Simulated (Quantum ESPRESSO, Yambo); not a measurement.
# A GW chain in Yambo: ZrSe2 (1T monolayer), part 3 of 3

Aim: the G0W0 gap of ZrSe2 (1T monolayer) on PBE, step by step.

Quantum ESPRESSO 7.5 and Yambo 5.3.0; PBE and many-body steps on it, plane waves. Known limits of the many-body steps: not at the basis limit; no spin-orbit coupling.

So far. Step 3 (Bands along the symmetry lines): The gap is 0.530 eV, −0.021 eV from the run before at this level. Step 4 (Empty states on the mesh, 6×6×1 mesh, 124 bands): On this mesh the gap is 0.530 eV.

## 6. Screening and self-energy, 6×6×1 mesh, 124 bands, screening to 108.8 eV

Now the one-shot GW correction: screening in the RPA, then the self-energy of the levels asked for.

This step: G0W0 on PBE, plane waves, norm-conserving pseudopotentials.

gw1.in reads:

```
HF_and_locXC
gw0
dyson
ppa
em1d
rim_cut
rim_w
RandQpts= 3000000
RandGvec= 100 RL
CUTGeo= "slab z"
RandGvecW= 9 RL
EXXRLvcs= 104 Ry
VXCRLvcs= 416 Ry
Chimod= "HARTREE"
% BndsRnXp
 1 | 124 |
%
NGsBlkXp= 8 Ry
% LongDrXp
 1 | 1 | 0 |
%
% GbndRnge
 1 | 124 |
%
DysSolver= "n"
ExtendOut
PPAPntXp= 27.21138 eV
% QPkrange
 1 | 7 | 25 | 33 |
%
```

The run is started by

```bash
> OMP_NUM_THREADS=1 mpirun -n 4 yambo -F gw1.in -J gw1 -C gw1 > gw1.log
```

The program printed:

```text
 Yambo, version 5.3.0

 [02] CORE Variables Setup
 =========================

  [... cell, symmetries and grids as in the set-up ...]

  [02.05] Energies & Occupations
  ==============================

  [X] === General ===
  [X] Electronic Temperature                        :  0.000000  0.000000 [eV K]
  [X] Bosonic    Temperature                        :  0.000000  0.000000 [eV K]
  [X] Finite Temperature mode                       : no
  [X] El. density                                   :  0.29857E+24 [cm-3]
  [X] Fermi Level                                   :  0.171315 [eV]

  [X] === Gaps and Widths ===
  [X] Conduction Band Min                           :  0.529602 [eV]
  [X] Valence Band Max                              :  0.000000 [eV]
  [X] Filled Bands                                  :  30
  [X] Empty Bands                                   :   31  124
  [X] Direct Gap                                    :  1.128933 [eV]
  [X] Direct Gap localized at k                     :  1
  [X] Indirect Gap                                  :  0.529602 [eV]
  [X] Indirect Gap between kpts                     :   1   4
  [X] Last valence band width                       :  1.924902 [eV]
  [X] 1st conduction band width                     :  1.311303 [eV]

 [03] Transferred momenta grid and indexing
 ==========================================

 IBZ Q-points                                      :   7
 BZ  Q-points                                      :   36

 K/Q-points units:
 rlu = crystal or reduced units; cc = cartesian coordinates; iku = interal k-units

 Q [1]          [rlu]:  0.000000  0.000000  0.000000
 Q [2]          [rlu]:  0.19499E-16  0.16667       0.0000
 Q [3]          [rlu]:  0.38998E-16  0.33333       0.0000
 Q [4]          [rlu]: -0.58497E-16 -0.50000       0.0000
 Q [5]          [rlu]:  0.166667  0.166667  0.000000
 Q [6]          [rlu]:  0.166667  0.333333  0.000000
 Q [7]          [rlu]:  0.333333  0.333333  0.000000

 [04] Coloumb potential Random Integration (RIM)
 ===============================================

 Performing RIM of v_slab

  [04.01] RIM initialization
  ==========================

  * Diagonal components only detected *

  8 x (sBL volume)        :  0.040647 [a.u.]
  sBZ random points       :  3000000
  Points outside the sBZ  :  24000829
  RL volume               :  0.182913 [a.u.]
  Integrated volume       :  0.182907 [a.u.]

  [04.02] RIM integrals
  =====================

  Gamma point sphere radius             :  0.039453 [a.u.]
  Points outside the sphere             :  2398884
  [Int_sBZ(q=0) 1/q^2]*(Vol_sBZ)^(-1/3) =:  7.536989
                                 should be <:  7.795600

  Summary of Coulomb integrals for non-metallic bands |Q|[au] RIM/Bare

  Q [1] 0.100000E-4 0.966826 * Q [2] 0.168026 1.021076
  Q [5] 0.291029 1.031060 * Q [3] 0.336051 1.027376
  Q [6] 0.444554 1.018747 * Q [4] 0.504077 1.015072
  Q [7] 0.582058 1.011580
  Non-periodic chartesian directions : none
  Optical renormalization            :  30.23562 [au]
  Polarizability dimension           : length

 [05] Coloumb potential CutOffslab
 =================================

 Cut directionsZ
 Slab Cutoff:Z
 Symmetry test passed : yes

 [06] Dipoles
 ============

  [06.01] Setup: observables and procedures
  =========================================

  [WARNING] [x,Vnl] slows the Dipoles computation. To neglect it rename the ns.kb_pp file

 [07] Dynamic Dielectric Matrix (PPA)
 ====================================

 [WR./gw1//ndb.pp]---------------------------------------------------------------
  Brillouin Zone Q/K grids (IBZ/BZ)                :    7   36    7   36
  RL vectors                                       :  28483 [WF]
  Coulomb cutoff potential                         : slab z
  Electronic Temperature                           :  0.000000 [K]
  Bosonic    Temperature                           :  0.000000 [K]
  PPA    diel. fun.  energies                      : Perdew, Burke & Ernzerhof(X)+Perdew, Burke & Ernzerhof(C)
  wavefunctions                                    : Perdew, Burke & Ernzerhof(X)+Perdew, Burke & Ernzerhof(C)
  Global Gauge                                     : length
  X matrix size                                    :   549
  X band range                                     :    1  124
  X e/h energy range                               : -1.000000 -1.000000 [eV]
  X Time ordering                                  : R
  X Hxc Kernel                                     : HARTREE
  X Drude frequency                                :  0.000000  0.000000
  X poles                                          :  100.0000 [o/o]
  RL vectors in the sum                            :  28483
  [r,Vnl] included                                 : yes
  Field direction                                  :  0.707107E-5  0.707107E-5   0.00000
  BZ energy Double Grid                            : no
  BZ energy DbGd points                            : 0
  BZ Q point size factor                           : -1.000000
  X Optical Averaged directions                    : none

 [08] Local Exchange-Correlation + Non-Local Fock
 ================================================

 [VXC] Plane waves :  194387
 [EXS] Plane waves :  24321

 QP @ state[ 1 ] K range:   1   7
 QP @ state[ 1 ] b range:   25   33

 [xc] Functional : Perdew, Burke & Ernzerhof(X)+Perdew, Burke & Ernzerhof(C)
 [xc] LIBXC used to calculate xc functional
  PP Number of Atomic Species                      :  2
  NLCC RL compoments                               :  194387
  PP Number of Atomic Species                      :  2
  NLCC RL compoments                               :  194387

 [xc] E_xc :  -56.40697 [Ha]
      E_xc :  -112.8139 [Ry]

  Local XC kind (lXC) : Perdew, Burke & Ernzerhof(X)+Perdew, Burke & Ernzerhof(C)
  Non-Local XC kind (nlXC) : Hartree-Fock

  Corrections @ K [1] :  [eV]
 <25|nlXC|25> = -15.84259 -0.17366E-17 <25|lXC|25> = -12.23614  0.18882E-15
 <26|nlXC|26> = -16.65127  0.80589E-17 <26|lXC|26> = -14.10277  0.18882E-15
 <27|nlXC|27> = -16.65124 -0.10069E-16 <27|lXC|27> = -14.10277 -0.37763E-15
 <28|nlXC|28> = -15.34966 -0.38812E-17 <28|lXC|28> = -12.83495 -0.37763E-15
 <29|nlXC|29> = -16.42406  0.10871E-17 <29|lXC|29> = -14.68465  0.14161E-15
 <30|nlXC|30> = -16.42410 -0.48170E-17 <30|lXC|30> = -14.68466  0.47204E-16
 <31|nlXC|31> = -8.699851 -0.39023E-17 <31|lXC|31> = -13.96002  0.94408E-16
 <32|nlXC|32> = -8.699862 -0.13658E-17 <32|lXC|32> = -13.96003 -0.94408E-16
 <33|nlXC|33> = -8.119802  0.11093E-17 <33|lXC|33> = -13.49862 -0.18882E-15

  Corrections @ K [2] :  [eV]
 <25|nlXC|25> = -15.85418  0.57982E-18 <25|lXC|25> = -12.39709  0.18882E-15
[...]
Corrections @ K [3] :  [eV]
[...]
Corrections @ K [4] :  [eV]
[...]
Corrections @ K [5] :  [eV]
[...]
Corrections @ K [6] :  [eV]
[...]
Corrections @ K [7] :  [eV]
[...]
<29|nlXC|29> = -16.48580 -0.24415E-16 <29|lXC|29> = -13.74255  0.18882E-15
 <30|nlXC|30> = -16.11148  0.45982E-17 <30|lXC|30> = -13.07308 -0.47204E-16
 <31|nlXC|31> = -8.093530 -0.11469E-17 <31|lXC|31> = -14.00174  0.56645E-15
 <32|nlXC|32> = -8.630597 -0.10821E-18 <32|lXC|32> = -14.46603  0.20062E-15
 <33|nlXC|33> = -8.630594  0.31065E-18 <33|lXC|33> = -14.46603  0.47204E-16

  [08.01] Hartree-Fock occupations report
  =======================================

  [Hartree-Fock] === General ===
  [Hartree-Fock] Electronic Temperature             :  0.000000  0.000000 [eV K]
  [Hartree-Fock] Bosonic    Temperature             :  0.000000  0.000000 [eV K]
  [Hartree-Fock] Finite Temperature mode            : no
  [Hartree-Fock] El. density                        :  0.29857E+24 [cm-3]
  [Hartree-Fock] Fermi Level                        :  0.171315 [eV]

  [Hartree-Fock] === Gaps and Widths ===
  [Hartree-Fock] Conduction Band Min                :  4.991591 [eV]
  [Hartree-Fock] Valence Band Max                   : -1.739435 [eV]
  [Hartree-Fock] Filled Bands                       :  30
  [Hartree-Fock] Empty Bands                        :   31  124
  [Hartree-Fock] Direct Gap                         :  8.128537 [eV]
  [Hartree-Fock] Direct Gap localized at k          :  1
  [Hartree-Fock] Indirect Gap                       :  6.731026 [eV]
  [Hartree-Fock] Indirect Gap between kpts          :   1   4
  [Hartree-Fock] Last valence band width            :  3.223870 [eV]
  [Hartree-Fock] 1st conduction band width          :  2.757519 [eV]

 [09] Dyson equation: Newton solver
 ==================================

  [09.01] RIM-W interpolation
  ===========================

  [WARNING] RIM-W works only for 2D semiconductors with slab cutoff
  Found compatible q grid: 2D
  q_min[ 1 ]:  0.16667      0.18395E-11   0.0000     [rlu]
   0.166667  0.083333  0.000000 [iku]
  q_min[ 2 ]:  0.31271E-11  0.16667       0.0000     [rlu]
   0.13234E-10  0.16667       0.0000     [iku]
  G-vectors :   9
  G-vectors loaded:   63
  Number of interpolated frequencies:  2

  Evaluating coefficients q = 0
  Evaluating coefficients q = 0

  [09.02] RIM-W integrals
  =======================

  8 x (sBL volume)        :  0.040647 [a.u.]
  sBZ random points       :  3000000
  Points outside the sBZ  :  24000829
  RL volume               :  0.182913 [a.u.]
  Integrated volume       :  0.182907 [a.u.]

  [09.03] RIM integrals
  =====================

  Comparison between head Wc = W - v averages: < Wc > [au] RIM-W/RIM

   < -Wc [Q = 1] > 0.395267E-1 0.767423E-4 * < -Wc [Q = 2] > 0.005158 0.004983
   < -Wc [Q = 3] > 0.941829E-3 0.923185E-3 * < -Wc [Q = 4] > 0.323031E-3 0.319709E-3
   < -Wc [Q = 5] > 0.001369 0.001337 * < -Wc [Q = 6] > 0.454331E-3 0.449159E-3
   < -Wc [Q = 7] > 0.218746E-3 0.217234E-3

  Comparison between head Wc = W - v averages: < Wc > [au] RIM-W/RIM

   < -Wc [G = 1,G`=0] > 0.395267E-1 0.767423E-4 * < -Wc [G = 2,G`=0] >-0.002048 0.000000
   < -Wc [G = 3,G`=0] >-0.002048 0.000000 * < -Wc [G = 4,G`=0] > 0.116978E-4  0.00000
   < -Wc [G = 5,G`=0] > 0.116794E-4  0.00000 * < -Wc [G = 6,G`=0] > 0.139138E-3  0.00000
   < -Wc [G = 7,G`=0] > 0.139173E-3  0.00000 * < -Wc [G = 8,G`=0] >-0.281831E-4  0.00000
   < -Wc [G = 9,G`=0] >-0.281886E-4  0.00000

 [10] G0W0 (W PPA)
 =================

 [  GW  ] Bands range     :    1  124
 [GW/PPA] G damping       :  0.100000 [eV]

 QP @ state[ 1 ] K range:   1   7
 QP @ state[ 1 ] b range:   25   33

  Sc/G bands                                       :    1  124
  Sc/G damping                                     :  0.100000 ev
  Sc bands terminator                              : no
  Sx RL components                                 :  24321

  QP @ state[ 1 ] K range                          :   1   7
  QP @ state[ 1 ] b range                          :   25   33
  GF energies kind                                 : Perdew, Burke & Ernzerhof(X)+Perdew, Burke & Ernzerhof(C)
  GF WF`s kind                                     : Perdew, Burke & Ernzerhof(X)+Perdew, Burke & Ernzerhof(C)
  Xs energies kind                                 : Perdew, Burke & Ernzerhof(X)+Perdew, Burke & Ernzerhof(C)
  Xs WF`s kind                                     : Perdew, Burke & Ernzerhof(X)+Perdew, Burke & Ernzerhof(C)

 [14] Game Over & Game summary
```

The job ended after 28 min (4 MPI ranks of Arm Neoverse V1, shared host; peak memory 6 GiB; 1.9 h of CPU time).

This step gave:

```
G0W0 gap on the mesh                         : 1.504 eV
starting gap on the mesh                     : 0.5296 eV
k of the valence top                         : 0, 0, 0
k of the conduction bottom                   : 0, -0.5, 0
least direct G0W0 gap on the computed points : 2.265 eV
Z at the valence top                         : 0.7311
Z at the conduction bottom                   : 0.7264
```

The gap on the mesh goes from 0.53 eV to 1.50 eV, a correction of +0.97 eV. The start differs from the 0.55 eV found before because the two sample other k points.

Limits: finite bands, cutoff and mesh; no spin-orbit coupling. v1 is the top filled band, c1 the lowest empty one. The levels before and after the correction (eV, zero at the valence-band top of each column):

```
           conduction bottom  valence top
Kohn-Sham               0.53         0.00
     G0W0               1.50         0.00
```

```
                   level  energy (eV)
Kohn-Sham           Γ v4       -2.488
Kohn-Sham           Γ v3       -1.077
Kohn-Sham        Γ v2-v1        0.000
Kohn-Sham        Γ c1-c2        1.129
Kohn-Sham           Γ c3        1.735
Kohn-Sham  (0 -0.5 0) v4       -2.475
Kohn-Sham  (0 -0.5 0) v3       -2.409
Kohn-Sham  (0 -0.5 0) v2       -1.453
Kohn-Sham  (0 -0.5 0) v1       -1.047
Kohn-Sham  (0 -0.5 0) c1        0.530
Kohn-Sham  (0 -0.5 0) c2        2.573
Kohn-Sham  (0 -0.5 0) c3        2.915
     G0W0           Γ v4       -2.539
     G0W0           Γ v3       -1.333
     G0W0        Γ v2-v1        0.000
     G0W0        Γ c1-c2        2.265
     G0W0           Γ c3        2.837
     G0W0  (0 -0.5 0) v4       -2.654
     G0W0  (0 -0.5 0) v3       -2.491
     G0W0  (0 -0.5 0) v2       -1.706
     G0W0  (0 -0.5 0) v1       -1.203
     G0W0  (0 -0.5 0) c1        1.504
     G0W0  (0 -0.5 0) c2        3.906
     G0W0  (0 -0.5 0) c3        4.268
```

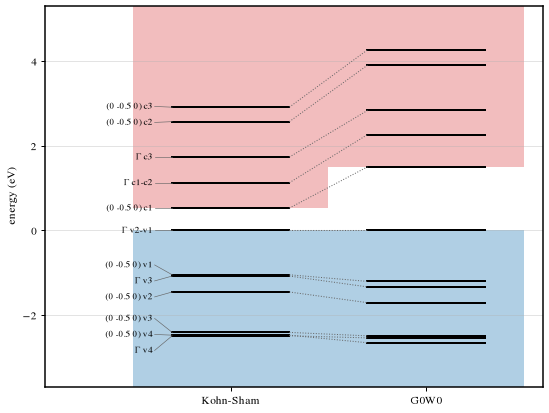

Levels before and after the correction. Shaded: valence and conduction bands.

## 7. Where the time went

Times are wall times on the hardware named with each run, good to a factor of about two.

```
                          step    time  share  memory (GiB)
                  ground state    53 s    3 %          0.98
bands along the symmetry lines    25 s    1 %          0.74
      empty states on the mesh    56 s    3 %           1.4
         conversion and set-up     4 s    0 %          0.27
     screening and self-energy  28 min   92 %           6.0
```

## 8. Outcome

| Property | Result |
| --- | --- |
| PBE gap | 0.53 eV, indirect |
| G0W0 gap on the mesh | 1.50 eV |
| GW settings | 6×6×1 mesh, 124 bands, screening to 108.8 eV, Godby-Needs plasmon pole |
| known limits | not at the basis limit; no spin-orbit coupling |

In words: G0W0 moves the gap on the mesh from 0.53 eV to 1.50 eV (+0.97 eV), with Z of 0.73 and 0.73 at the edges. The dearest step here is «screening and self-energy». Bands and cutoff are finite, so the gap is not at the basis limit. The miss can reach some tenths of an eV and take either sign; the mesh is an error of its own. The many-body steps are scalar-relativistic: spin-orbit coupling is not in them.

[Paths, hosts, dates, memory and timing lines, banners, echoed tables and standing remarks are left out of the program output.]

[Logs are printed without paths, hosts, clocks, repeated set-up lines and the standing remarks that a program may print on its own settings, such as how far it seeks lower states.]

[Runs of the session that timed out or met a known fault of the program may be left out.]

[Hosts, paths, dates, database ids (printed as entryN), source tags and the programs' standing remarks are cut or masked in the printed files.]
